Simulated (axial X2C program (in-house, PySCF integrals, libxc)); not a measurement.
**A two-component session on SeGa: EOM-IP-CCSD levels**

Aim: EOM-IP-CCSD levels of SeGa, with spin–orbit coupling in the Hamiltonian from the start.

Program: an in-house X2C program for linear molecules on PySCF integrals. Level of theory: two-component X2C with atomic mean-field terms, Se dyall-acv3z, Ga dyall-acv3z. These are calculated values, not measurements.

## Step 1: The job

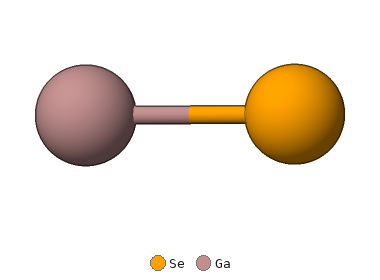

The two atoms at 2.240 Å (selenium orange, gallium pink).

Contents of task.json:

```json
{"zs": [34, 31], "q": 0, "bas": ["dyall-acv3z", "dyall-acv3z"], "r0": 2.24, "eom": "ip", "rq": -1, "thr": -2.0, "nmax": 95, "grid": [1, 0.96, 1.045, 0.92, 1.09, 1.15]}
```

Keys: zs atomic numbers; q charge; bas basis sets; r0 starting distance in Å; eom kind of EOM run; thr threshold in hartree for freezing inner shells (an s shell follows its p shell); nmax most natural virtual spinors; grid distances as factors.

On the command line:

```
$ python soeom.py task.json out
```

Nuclei are Gaussian, cores are contracted, and the Gaunt term is on.

## Step 2: EOM-IP-CCSD at 2.261 Å

Reference: the closed shell SeGa⁻; 20 electrons correlated, 82 virtual spinors; roots sought by Ω: 1/2: 4, 3/2: 3, 5/2: 1.

Output:

```text
two-component X2C + atomic mean field  HF
basis functions 242  fitting functions 1356  grid points 5800
iter        total energy     max residual
   1      -4367.574918094     3.71e+00
   2      -4369.077845100     4.28e-02
   3      -4369.083938916     1.42e-02
   4      -4369.086752094     1.37e-03
   5      -4369.086832938     7.46e-04
   6      -4369.086851573     2.80e-04
   7      -4369.086857880     1.75e-04
   8      -4369.086859860     7.89e-05
   9      -4369.086860188     1.75e-05
  10      -4369.086860217     3.10e-06
  11      -4369.086860218     1.78e-06
converged
one-electron -6593.71005175  Coulomb 2141.08138723  exact exchange -161.60260807  xc functional 0.00000000  nuclear repulsion 246.68411336  atomic mean-field constant -1.53970100
correlated 20  virtual 338  natural virtual 82  E(MP2) -0.723158143  MP2 remainder -0.121211710
iter   CCSD correlation   residual
   1     -0.562364061   1.57e-01
   2     -0.578693008   6.20e-02
   3     -0.581269202   2.27e-02
   4     -0.580790694   6.47e-03
   5     -0.580952862   2.60e-03
   6     -0.580951659   9.41e-04
   7     -0.580948864   3.41e-04
   8     -0.580948785   8.76e-05
   9     -0.580948732   3.00e-05
  10     -0.580948330   9.50e-06
  11     -0.580948274   3.11e-06
  12     -0.580948227   1.21e-06
  13     -0.580948214   6.53e-07
(T) -0.016028639  T1 0.0240  D1 0.0426  max T2 0.055
EOM-IP-CCSD roots
2*Omega      energy/Eh   energy/eV  one-particle weight
    1       0.09931439      2.7025      0.945
    1       0.11569918      3.1483      0.929
    1       0.24779773      6.7429      0.812
    1       0.30205616      8.2194      0.000
    3       0.10776202      2.9324      0.931
    3       0.30123610      8.1971      0.000
    3       0.31662388      8.6158      0.000
    5       0.31492093      8.5694      0.000
```

T1 in the output is the amplitude norm over the root of the electron number; divide by √2 for the Lee–Taylor value.

```csv
Ω,vertical IE (eV),above lowest (cm⁻¹),spinor,weight
1/2,2.702,0,"35% Ga pσ, 35% Se pσ, 18% Ga sσ",0.94
3/2,2.932,1850,"75% Se pπ, 13% Ga pπ, 7% Ga dπ",0.93
1/2,3.148,3600,"73% Se pπ, 11% Ga pπ, 7% Ga dπ",0.93
1/2,6.743,32590,"45% Ga sσ, 41% Se pσ",0.81
```

It took 20 s on 1 thread of Arm Neoverse V2, shared host; peak memory 1.1 GiB.

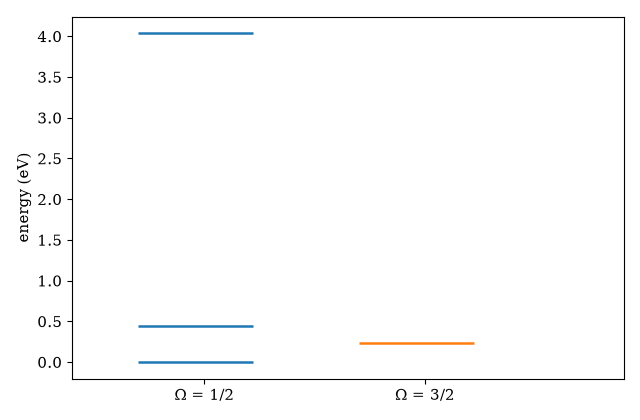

The roots by Ω, from the lowest.

## Step 3: EOM-IP-CCSD at 2.171 Å

```csv
Ω,vertical IE (eV),above lowest (cm⁻¹),spinor,weight
1/2,2.635,0,"36% Ga pσ, 31% Se pσ, 22% Ga sσ",0.95
3/2,3.139,4070,"73% Se pπ, 14% Ga pπ, 8% Ga dπ",0.93
1/2,3.346,5730,"73% Se pπ, 13% Ga pπ, 7% Ga dπ",0.93
1/2,6.752,33210,"46% Se pσ, 40% Ga sσ, 6% Se sσ",0.82
```

Wall time 21 s (1 thread of Arm Neoverse V2, shared host); peak memory 1.2 GiB.

## Step 4: EOM-IP-CCSD at 2.363 Å

```csv
Ω,vertical IE (eV),above lowest (cm⁻¹),spinor,weight
3/2,2.718,0,"76% Se pπ, 12% Ga pπ, 7% Ga dπ",0.93
1/2,2.722,40,"33% Se pσ, 29% Ga pσ, 16% Se pπ",0.94
1/2,2.965,1990,"62% Se pπ, 9% Se pσ, 8% Ga pπ",0.93
1/2,6.759,32600,"51% Ga sσ, 35% Se pσ",0.80
```

Wall time 21 s (1 thread of Arm Neoverse V2, shared host); peak memory 1.2 GiB.

## Step 5: EOM-IP-CCSD at 2.080 Å

```csv
Ω,vertical IE (eV),above lowest (cm⁻¹),spinor,weight
1/2,2.533,0,"37% Ga pσ, 28% Se pσ, 24% Ga sσ",0.95
3/2,3.360,6670,"72% Se pπ, 15% Ga pπ, 8% Ga dπ",0.93
1/2,3.564,8310,"72% Se pπ, 14% Ga pπ, 8% Ga dπ",0.93
1/2,6.779,34250,"50% Se pσ, 35% Ga sσ, 7% Se sσ",0.83
```

Run time: 21 s. Hardware: 1 thread of Arm Neoverse V2, shared host; peak memory 1.2 GiB.

## Step 6: EOM-IP-CCSD at 2.465 Å

```csv
Ω,vertical IE (eV),above lowest (cm⁻¹),spinor,weight
3/2,2.522,0,"78% Se pπ, 12% Ga pπ, 6% Ga dπ",0.93
1/2,2.644,980,"51% Se pπ, 16% Se pσ, 13% Ga pσ",0.93
1/2,2.862,2740,"31% Se pσ, 28% Se pπ, 22% Ga pσ",0.93
1/2,6.805,34540,"57% Ga sσ, 30% Se pσ",0.79
```

It took 21 s on 1 thread of Arm Neoverse V2, shared host; peak memory 1.2 GiB.

## Step 7: EOM-IP-CCSD at 2.600 Å

```csv
Ω,vertical IE (eV),above lowest (cm⁻¹),spinor,weight
3/2,2.291,0,"80% Se pπ, 10% Ga pπ",0.93
1/2,2.451,1290,"72% Se pπ, 9% Ga pπ",0.93
1/2,2.796,4070,"47% Se pσ, 30% Ga pσ, 10% Se pπ",0.94
1/2,6.905,37210,"65% Ga sσ, 23% Se pσ",0.77
```

Wall time 21 s (1 thread of Arm Neoverse V2, shared host); peak memory 1.2 GiB.

## Step 8: Curves of the states

Energies in eV from the lowest point of the lowest state; states are followed by energy order within each Ω.

```csv
R (Å),(1)Ω=1/2,(1)Ω=3/2,(2)Ω=1/2,(3)Ω=1/2
2.080,0.1171,0.9447,1.1480,4.3630
2.171,0.0000,0.5040,0.7109,4.1170
2.261,0.0102,0.2401,0.4561,4.0506
2.363,0.0986,0.0942,0.3409,4.1355
2.465,0.1831,0.0614,0.4010,4.3438
2.600,0.2956,0.1356,0.6407,4.7496
```

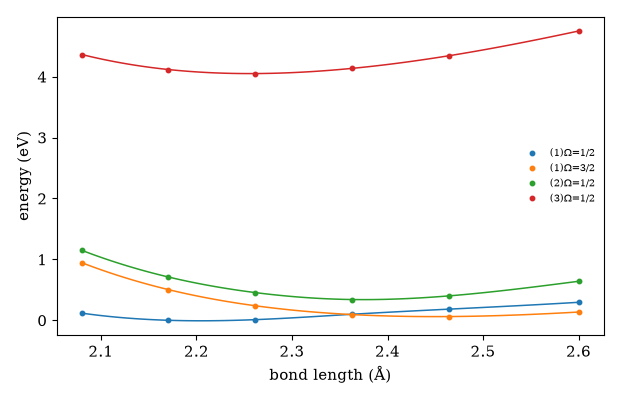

The states along the bond.

## Step 9: Summary of results

| quantity | value |
| --- | --- |
| lowest root at 2.261 Å | Ω = 1/2, 2.702 eV |
| next root led by one particle | Ω = 3/2, about 1850 cm⁻¹ higher |
| T1 of the reference | 0.017 |

Removing an electron from the reference determinant of SeGa⁻ costs 2.70 eV and empties a spinor of 35% Ga pσ, 35% Se pσ, 18% Ga sσ. Errors of 0.1 to 0.3 eV are usual at this size, and roots led by higher excitations are left out, so the list is incomplete, and low states of that kind can be missing.
